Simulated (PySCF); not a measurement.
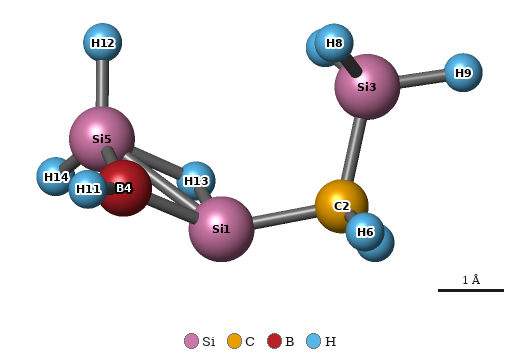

The structure (ball-and-stick view, seen at a tilt; atoms are numbered from 1 in the order of the input).

Core-level calculation, with input and output: CH9BSi3

System: CH9BSi3.
Method: delta-SCF UKS SCAN, pcX-2 on the ionised atom, pcseg-1 elsewhere, spin-free X2C (PySCF 2.14.0).

Figures and captions count atoms from 1; the log counts them from 0 in places.

Input file
```
{"job": {"kind": "xps", "holes": 5}, "charge": 0, "multiplicity": 1}
Si    -0.373251    -1.100376    -0.633311
C     -1.522290     0.394080    -0.702926
Si    -0.767148     1.939236     0.073731
B      1.413390    -1.454944    -1.038502
Si     1.499520    -1.562013     0.913354
H     -1.690847     0.585627    -1.777668
H     -2.500631     0.155904    -0.256364
H      0.424789     2.361301    -0.718431
H     -1.762571     3.057199     0.105982
H     -0.343193     1.646614     1.477139
H      2.171781    -1.582627    -1.956074
H      2.304236    -0.545961     1.667676
H     -0.143251    -1.182824     1.030942
H      1.283001    -2.725831     1.828857
```

The first line tells a small driver script what to run in PySCF; the rest is the geometry in Å.

Launch command:
```bash
OMP_NUM_THREADS=1 python <driver script> task.json out
```

What the program printed
```
ground state, core basis on atom 0 (Si), 169 functions
  cycle   1  E = -938.34986421  |g| = 5.46e-01
  cycle   2  E = -938.14012666  |g| = 8.71e-01
  cycle   3  E = -938.43727950  |g| = 1.90e-01
  cycle   4  E = -938.44605316  |g| = 1.11e-01
  cycle   5  E = -938.45052622  |g| = 2.80e-02
  cycle   6  E = -938.45082918  |g| = 5.64e-03
  cycle   7  E = -938.45083721  |g| = 2.48e-03
  cycle   8  E = -938.45083819  |g| = 8.47e-04
  cycle   9  E = -938.45084133  |g| = 1.87e-04
  E(ground) = -938.50565204 Eh
hole in Si 2p of atom 0
  cycle   1  E = -934.17634034  |g| = 1.24e+00
[... 10 cycles left out ...]
  E(ion) = -934.59265647 Eh   <S^2> = 0.7531   hole on atom = 1.002   binding energy = 106.478 eV
  2p3/2 = 106.172 eV   2p1/2 = 106.805 eV
ground state, core basis on atom 1 (C), 158 functions
[... 6 cycles left out ...]
  E(ground) = -938.45267642 Eh
hole in C 1s of atom 1
[... 14 cycles left out ...]
  E(ion) = -927.78787474 Eh   <S^2> = 0.7914   hole on atom = 1.000   binding energy = 290.204 eV
ground state, core basis on atom 2 (Si), 169 functions
[... 7 cycles left out ...]
  E(ground) = -938.50406514 Eh
hole in Si 2p of atom 2
[... 10 cycles left out ...]
  E(ion) = -934.57385401 Eh   <S^2> = 0.7524   hole on atom = 1.003   binding energy = 106.946 eV
  2p3/2 = 106.735 eV   2p1/2 = 107.359 eV
ground state, core basis on atom 3 (B), 158 functions
[... 6 cycles left out ...]
  E(ground) = -938.44620271 Eh
hole in B 1s of atom 3
[... 14 cycles left out ...]
  E(ion) = -931.32482123 Eh   <S^2> = 1.2556   hole on atom = 1.000   binding energy = 193.783 eV
ground state, core basis on atom 4 (Si), 169 functions
[... 7 cycles left out ...]
  E(ground) = -938.50412478 Eh
hole in Si 2p of atom 4
[... 3 cycles left out ...]
  cycle   4  E = -934.41081469  |g| = 3.32e-01
  cycle   5  E = -934.46748920  |g| = 2.04e-01
  cycle   6  E = -934.49911514  |g| = 7.35e-02
  cycle   7  E = -934.50364634  |g| = 1.32e-02
  cycle   8  E = -934.50377108  |g| = 5.75e-03
  cycle   9  E = -934.50379827  |g| = 2.83e-03
  cycle  10  E = -934.50381327  |g| = 1.65e-03
  cycle  11  E = -934.50381949  |g| = 1.15e-03
  cycle  12  E = -934.50382851  |g| = 7.27e-04
  cycle  13  E = -934.50383465  |g| = 3.46e-04
  E(ion) = -934.57046010 Eh   <S^2> = 0.7712   hole on atom = 1.002   binding energy = 107.040 eV
  2p3/2 = 106.740 eV   2p1/2 = 107.372 eV
```

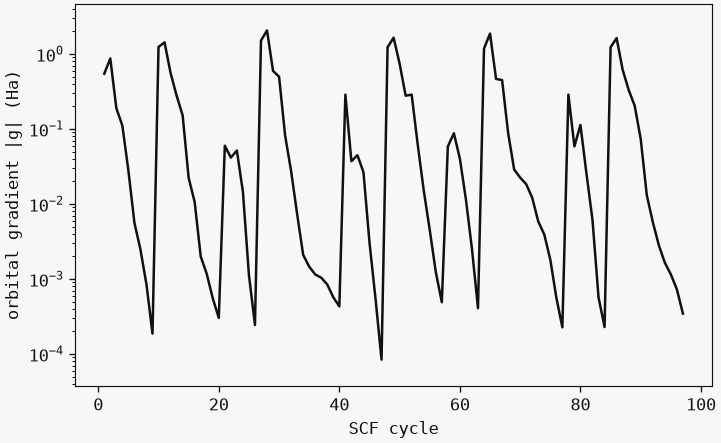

Convergence of the self-consistent field: orbital gradient |g| against the SCF cycle. All cycles printed in the log are drawn one after another.

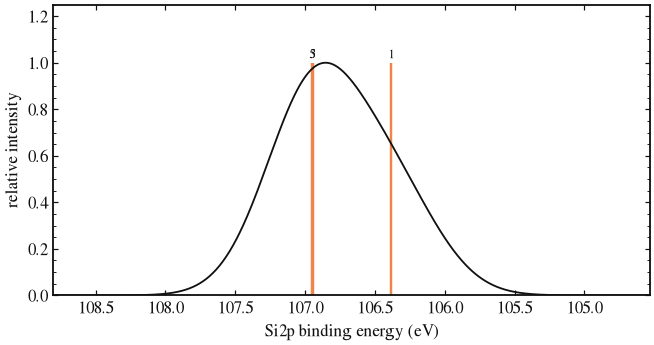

Si2p binding energies by ΔSCF of the atoms computed, labelled by atom number, with a Gaussian envelope of 0.8 eV full width. They run from 106.38 eV (atom 1) to 106.95 eV (atom 5).

Summary

```tsv
quantity	value
outcome	converged
hardware	1 CPU thread, shared host
wall time	48 s
peak memory	0.62 GiB
```

The core-hole state is spin-contaminated.
